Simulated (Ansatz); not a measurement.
# InBH2Cl2O: geometry relaxation (part 2 of 2)

The same run, continued: InBH2Cl2O; UKS PBE-D4/def2-SVP (Ansatz 0.2.0). It belongs to a series of runs on one base structure; here: end point B relaxed.

Geometry of the input (Å):
```
O  -0.6155  -1.2762  -1.3185
In -0.7991  0.0396  -0.2692
B  0.4573  1.1327  1.0702
Cl 0.4064  -0.3570  2.1411
Cl 1.8504  1.2363  -0.1739
H  0.2031  -1.5635  -1.0040
H  -1.4184  -1.1937  -1.8918
```

Trajectory as extended XYZ, continued
```
7
Properties=species:S:1:pos:R:3:forces:R:3 step=10 energy=-32953.64503 accepted=F
O    -0.6973   -1.2677   -1.3635    0.0814  -0.1891  -0.1230
In   -1.6365    0.8171   -0.2225    0.2382  -0.1021   0.0444
B     0.6147    0.6167    0.8272   -0.1362   0.1810   0.3215
Cl    0.7879   -0.1530    2.4556    0.0109   0.0442  -0.2585
Cl    2.0924    1.4507    0.2508    0.0054  -0.0879  -0.0219
H     0.1781   -1.7133   -1.3775   -0.3588   0.1987   0.0075
H    -1.2550   -1.7323   -2.0163    0.1591  -0.0448   0.0301
7
Properties=species:S:1:pos:R:3:forces:R:3 step=11 energy=-32953.67525
O    -0.7265   -1.2751   -1.3852    0.1418  -0.2043  -0.1018
In   -1.6146    0.8206   -0.2158   -0.0354   0.0157  -0.0079
B     0.5945    0.6956    0.8841    0.0237  -0.0543   0.0670
Cl    0.8068   -0.1775    2.4401   -0.0030   0.0374  -0.0587
Cl    2.0966    1.4245    0.2373    0.0087  -0.0020  -0.0042
H     0.1611   -1.6905   -1.3546   -0.2484   0.1278  -0.0056
H    -1.2337   -1.7795   -2.0520    0.1126   0.0797   0.1113
7
Properties=species:S:1:pos:R:3:forces:R:3 step=12 energy=-32953.67797
O    -0.7410   -1.2949   -1.3543    0.1171  -0.1692  -0.0986
In   -1.6334    0.8205   -0.1985    0.0057  -0.0092  -0.0161
B     0.5915    0.6807    0.8778   -0.0765  -0.0416   0.0632
Cl    0.8070   -0.1628    2.4473    0.0184   0.0239  -0.0379
Cl    2.0878    1.3893    0.2029    0.0614   0.0078  -0.0180
H     0.1663   -1.6646   -1.3294   -0.2365   0.1157  -0.0191
H    -1.1941   -1.7499   -2.0919    0.1103   0.0726   0.1264
7
Properties=species:S:1:pos:R:3:forces:R:3 step=13 energy=-32953.67932
O    -0.7603   -1.3205   -1.3099    0.1904  -0.4137  -0.4913
In   -1.6569    0.8156   -0.1860    0.0246  -0.0087  -0.0099
B     0.5796    0.6640    0.8774   -0.1060  -0.0359   0.0609
Cl    0.8052   -0.1391    2.4651    0.0236   0.0277  -0.0357
Cl    2.0791    1.3185    0.1533    0.0635  -0.0009  -0.0214
H     0.1858   -1.5920   -1.3254   -0.3848   0.1739   0.0373
H    -1.1484   -1.7283   -2.1207    0.1888   0.2576   0.4601
7
Properties=species:S:1:pos:R:3:forces:R:3 step=14 energy=-32953.69561
O    -0.7954   -1.4301   -1.2838    0.0632   0.0123   0.0777
In   -1.6811    0.7471   -0.1616    0.0444  -0.0203  -0.0137
B     0.5707    0.6430    0.8851   -0.0125  -0.0250   0.0370
Cl    0.8253   -0.0386    2.5208   -0.0099   0.0119  -0.0005
Cl    2.0740    1.2286    0.0966   -0.0218  -0.0175  -0.0378
H     0.1742   -1.5495   -1.3015   -0.0423   0.0522   0.0027
H    -1.0835   -1.5824   -2.2017   -0.0211  -0.0135  -0.0654
7
Properties=species:S:1:pos:R:3:forces:R:3 step=15 energy=-32953.69980
O    -0.7856   -1.4331   -1.2809   -0.0362   0.0206   0.0450
In   -1.6678    0.7482   -0.1742    0.0273  -0.0188  -0.0053
B     0.5698    0.6290    0.8986   -0.0488  -0.0121   0.0071
Cl    0.8220   -0.0233    2.5435    0.0091   0.0090   0.0140
Cl    2.0678    1.2080    0.0948    0.0003  -0.0262  -0.0290
H     0.1851   -1.4949   -1.3454    0.0762   0.0324   0.0116
H    -1.1070   -1.6157   -2.1826   -0.0279  -0.0048  -0.0434
7
Properties=species:S:1:pos:R:3:forces:R:3 step=16 energy=-32953.70578
O    -0.7394   -1.4184   -1.2650    0.8017   0.0520  -0.2961
In   -1.6787    0.7411   -0.1922   -0.0156  -0.0075   0.0189
B     0.5251    0.5886    0.9369    0.0825  -0.0174   0.0975
Cl    0.8360    0.0372    2.6127   -0.0185   0.0678  -0.1447
Cl    2.0158    1.0448    0.0187   -0.1005  -0.0904   0.0230
H     0.2423   -1.3221   -1.4172   -0.9276  -0.0871   0.0901
H    -1.1169   -1.6530   -2.1400    0.1780   0.0825   0.2112
7
Properties=species:S:1:pos:R:3:forces:R:3 step=17 energy=-32953.74065
O    -0.6891   -1.3967   -1.2524    0.0783   0.0296  -0.0224
In   -1.7114    0.7202   -0.1752   -0.0431   0.0039   0.0229
B     0.4888    0.5646    0.9496    0.0945  -0.0194   0.0952
Cl    0.8438    0.0921    2.6374   -0.0089   0.0688  -0.1474
Cl    1.9636    0.8801   -0.0614   -0.1143  -0.1033   0.0317
H     0.2571   -1.2076   -1.4240   -0.0747  -0.0052   0.0037
H    -1.0685   -1.6345   -2.1200    0.0683   0.0255   0.0163
7
Properties=species:S:1:pos:R:3:forces:R:3 step=18 energy=-32953.77037
O    -0.6562   -1.3516   -1.2542   -0.0024   0.0018  -0.0198
In   -1.7614    0.7122   -0.1368   -0.0130  -0.0198   0.0007
B     0.4507    0.5547    0.9686    0.0668  -0.0216  -0.0607
Cl    0.8705    0.1478    2.6478    0.0268   0.0454  -0.0202
Cl    1.8887    0.7188   -0.1426   -0.1146  -0.0907   0.0589
H     0.2948   -1.1667   -1.3965    0.0158   0.0725   0.0416
H    -1.0028   -1.5969   -2.1324    0.0206   0.0123  -0.0005
7
Properties=species:S:1:pos:R:3:forces:R:3 step=19 energy=-32953.80054
O    -0.6417   -1.3307   -1.2501    0.2770   0.0658  -0.2473
In   -1.8055    0.6816   -0.1154   -0.0052  -0.0568  -0.0062
B     0.4201    0.4856    0.9652    0.1068   0.0194   0.1366
Cl    0.9073    0.2426    2.6650   -0.0097   0.0543  -0.2084
Cl    1.8244    0.5453   -0.2117   -0.0822  -0.0837   0.0887
H     0.3044   -1.0521   -1.3392   -0.3256  -0.0401   0.0976
H    -0.9248   -1.5540   -2.1599    0.0388   0.0412   0.1391
7
Properties=species:S:1:pos:R:3:forces:R:3 step=20 energy=-32953.80773
O    -0.6570   -1.3366   -1.2826    0.5126   0.2123  -0.4428
In   -1.8335    0.6032   -0.0809   -0.1391   0.0207  -0.0080
B     0.4160    0.5032    0.9918   -0.0052  -0.1446  -0.2153
Cl    0.9528    0.3444    2.6634    0.0690   0.0663   0.1515
Cl    1.7805    0.3595   -0.2344    0.0425   0.0302   0.0632
H     0.2661   -0.9493   -1.2677   -0.5111  -0.2977   0.0063
H    -0.8406   -1.5062   -2.2358    0.0313   0.1128   0.4451
7
Properties=species:S:1:pos:R:3:forces:R:3 step=21 energy=-32953.82316
O    -0.6607   -1.3164   -1.3204    0.2323   0.1491  -0.4094
In   -1.8904    0.5312   -0.0456    0.1330  -0.1138   0.0398
B     0.4106    0.3656    0.9869    0.1978   0.2012   0.4071
Cl    0.9831    0.5354    2.6864   -0.1657  -0.0543  -0.4665
Cl    1.8029    0.2669   -0.2156   -0.0902  -0.0457   0.0984
H     0.2742   -0.9762   -1.2524   -0.3695  -0.1613  -0.0250
H    -0.8356   -1.3884   -2.2854    0.0623   0.0248   0.3555
7
Properties=species:S:1:pos:R:3:forces:R:3 step=22 energy=-32953.84325
O    -0.6923   -1.3290   -1.3697    0.3129   0.0924  -0.1243
In   -1.8618    0.4843   -0.0085   -0.0452  -0.0290   0.0015
B     0.4222    0.3933    1.0158    0.0077   0.0249  -0.0409
Cl    0.9880    0.5938    2.6804    0.0003   0.0264   0.0830
Cl    1.7945    0.2618   -0.1914    0.0188  -0.0677  -0.0281
H     0.2588   -1.0721   -1.2322   -0.3312  -0.0618  -0.1004
H    -0.8252   -1.3139   -2.3404    0.0368   0.0148   0.2093
7
Properties=species:S:1:pos:R:3:forces:R:3 step=23 energy=-32953.85804
O    -0.6772   -1.2881   -1.4184   -0.0179  -0.0115  -0.1446
In   -1.8631    0.3906    0.0676   -0.0688  -0.0129   0.0060
B     0.4397    0.3776    1.0523   -0.0142  -0.0007  -0.0832
Cl    0.9698    0.7604    2.6987    0.0320   0.0129   0.0338
Cl    1.8225    0.1089   -0.1148    0.0387  -0.0256   0.0197
H     0.2729   -1.0323   -1.3572    0.0401   0.0229   0.0746
H    -0.8804   -1.2988   -2.3742   -0.0099   0.0148   0.0937
7
Properties=species:S:1:pos:R:3:forces:R:3 step=24 energy=-32953.86291
O    -0.6791   -1.2636   -1.4512   -0.1737  -0.0130  -0.2863
In   -1.8971    0.2920    0.1336    0.0057  -0.0244   0.0092
B     0.4516    0.3519    1.0471    0.1012   0.0793   0.1123
Cl    0.9587    0.8986    2.6747   -0.0161  -0.1055  -0.2965
Cl    1.8541   -0.0279   -0.0768   -0.0847   0.0347   0.1570
H     0.2703   -1.0191   -1.3634    0.1392   0.0343   0.0834
H    -0.8743   -1.2136   -2.4101    0.0285  -0.0055   0.2209
7
Properties=species:S:1:pos:R:3:forces:R:3 step=25 energy=-32953.87204
O    -0.6859   -1.2707   -1.4804    0.0176  -0.0016   0.1972
In   -1.9258    0.1986    0.1836   -0.0477  -0.0073  -0.0220
B     0.4452    0.3703    1.0156    0.0474  -0.0403  -0.0016
Cl    0.9705    0.9659    2.6007   -0.0085   0.0449   0.0602
Cl    1.8489   -0.1246   -0.0461    0.0010  -0.0078  -0.0388
H     0.2555   -1.0302   -1.2935   -0.0153  -0.0273  -0.0523
H    -0.8241   -1.0911   -2.4259    0.0056   0.0394  -0.1427
7
Properties=species:S:1:pos:R:3:forces:R:3 step=26 energy=-32953.87325
O    -0.6913   -1.2622   -1.4846    0.0275   0.0273  -0.1029
In   -1.9332    0.1663    0.1954    0.0421   0.0017   0.0232
B     0.4588    0.3475    1.0247   -0.1823  -0.0012  -0.0229
Cl    0.9614    1.0179    2.5875    0.0625   0.0147   0.0263
Cl    1.8517   -0.1556   -0.0381    0.0802  -0.0083  -0.0065
H     0.2577   -1.0510   -1.3030   -0.0089  -0.0118   0.0379
H    -0.8208   -1.0447   -2.4279   -0.0211  -0.0224   0.0448
7
Properties=species:S:1:pos:R:3:forces:R:3 step=27 energy=-32953.87477
O    -0.6944   -1.2524   -1.5046    0.0502   0.0341  -0.0413
In   -1.9413    0.1352    0.2188    0.0126  -0.0130  -0.0030
B     0.4470    0.3281    1.0362   -0.0107   0.0365   0.0202
Cl    0.9777    1.0655    2.5638   -0.0085  -0.0159  -0.0178
Cl    1.8437   -0.1878   -0.0242    0.0145  -0.0130  -0.0026
H     0.2538   -1.0599   -1.2911   -0.0719  -0.0148  -0.0310
H    -0.8023   -1.0104   -2.4450    0.0138  -0.0139   0.0754
7
Properties=species:S:1:pos:R:3:forces:R:3 step=28 energy=-32953.87447 accepted=F
O    -0.6948   -1.2488   -1.5078    0.0019  -0.0121   0.0157
In   -1.9419    0.1206    0.2254   -0.0075   0.0100  -0.0021
B     0.4475    0.3601    1.0245    0.0599  -0.0102   0.0657
Cl    0.9781    1.0632    2.5724   -0.0289  -0.0252  -0.0914
Cl    1.8465   -0.2032   -0.0141   -0.0258   0.0188   0.0226
H     0.2551   -1.0677   -1.3006   -0.0011   0.0123  -0.0029
H    -0.8062   -1.0059   -2.4458    0.0016   0.0065  -0.0075
7
Properties=species:S:1:pos:R:3:forces:R:3 step=29 energy=-32953.87523
O    -0.6918   -1.2491   -1.5058    0.0023   0.0080  -0.0130
In   -1.9409    0.1255    0.2264    0.0039  -0.0099  -0.0087
B     0.4468    0.3353    1.0324    0.0012   0.0078  -0.0011
Cl    0.9740    1.0726    2.5596    0.0027  -0.0005   0.0023
Cl    1.8452   -0.2027   -0.0163    0.0057  -0.0010   0.0056
H     0.2572   -1.0601   -1.2991   -0.0204  -0.0014  -0.0049
H    -0.8062   -1.0033   -2.4432    0.0046  -0.0029   0.0198
7
Properties=species:S:1:pos:R:3:forces:R:3 step=30 energy=-32953.87533
O    -0.6935   -1.2485   -1.5080   -0.0035  -0.0001  -0.0030
In   -1.9419    0.1163    0.2269    0.0049  -0.0004   0.0022
B     0.4486    0.3380    1.0305    0.0094   0.0010   0.0007
Cl    0.9739    1.0787    2.5573   -0.0037  -0.0004  -0.0027
Cl    1.8503   -0.2103   -0.0095   -0.0139  -0.0002   0.0006
H     0.2544   -1.0588   -1.2997    0.0056  -0.0006   0.0014
H    -0.8076   -0.9972   -2.4437    0.0012   0.0008   0.0007
```

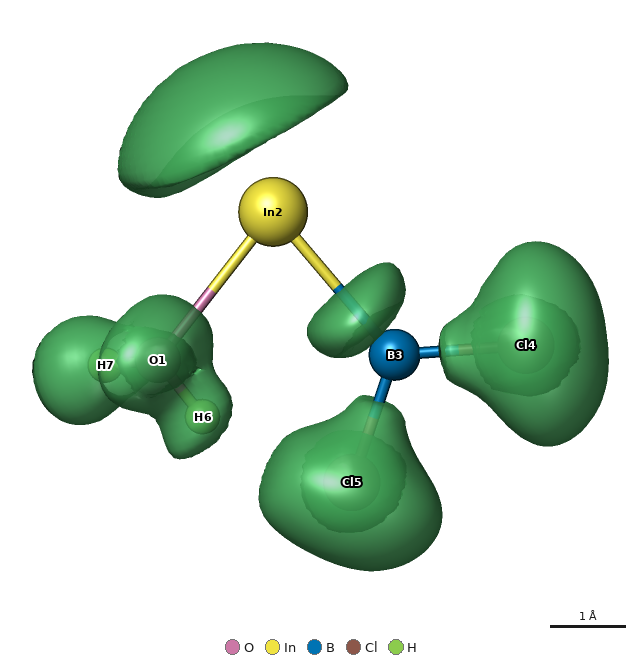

Fig. 1: Isosurface of the electron localisation function at 0.75 (green), seen face on. Only the valence region is drawn (cores and ρ < 0.01 e/Å³ removed). Values along the shortest contacts: B–Cl (1.78 Å): the ELF peaks at about 0.90 between the atoms, which marks a polar covalent bond. In–B (2.53 Å): the ELF peaks at about 1 in the valence shell of B, 0.8 Å from its nucleus, and drops to about 0.20 between the two atoms.

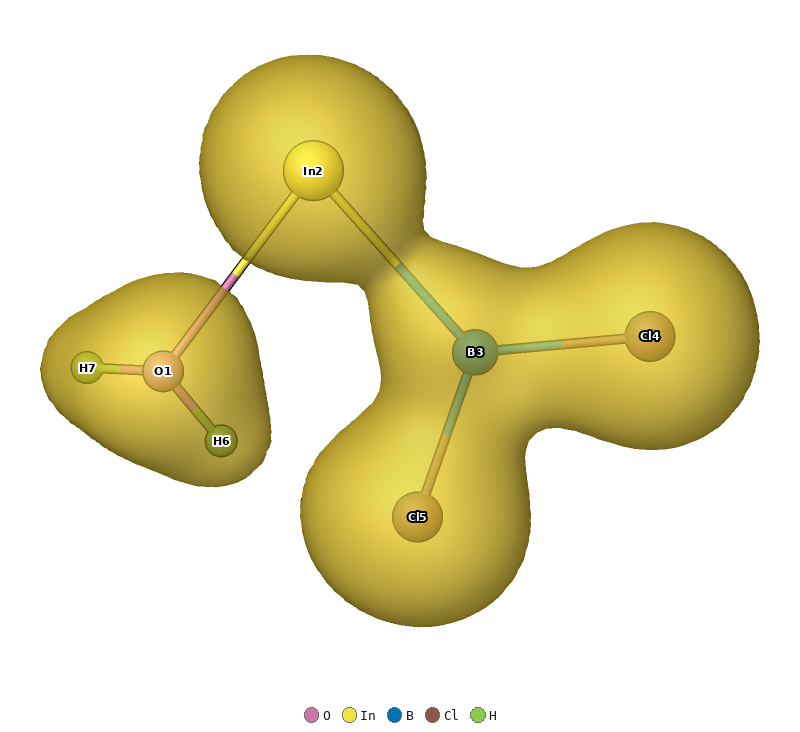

Fig. 2: Isosurface of the electron density at 0.3 e/Å³ (yellow), seen at a tilt. At this value the surface falls into two separate pieces. It is pinched off along the In–O (2.54 Å) contacts. On the grid the lowest density along these lines, outside the cores, is 0.92 e/Å³ (B–Cl, 1.78 Å), 0.39 e/Å³ (In–B, 2.53 Å), 0.23 e/Å³ (In–O, 2.54 Å) and 2.3 e/Å³ (O–H, 0.98 Å).

Key numbers

```json
{"quantity": "outcome", "value": "converged"}
{"quantity": "total energy", "value": "−32953.8754 eV"}
{"quantity": "mean-field energy", "value": "−32953.6329 eV"}
{"quantity": "largest force (length of the vector) at the end", "value": "0.014 eV/Å"}
{"quantity": "wall time", "value": "2.5 min (CPU time 4.9 min)"}
{"quantity": "peak memory", "value": "0.25 GiB"}
```
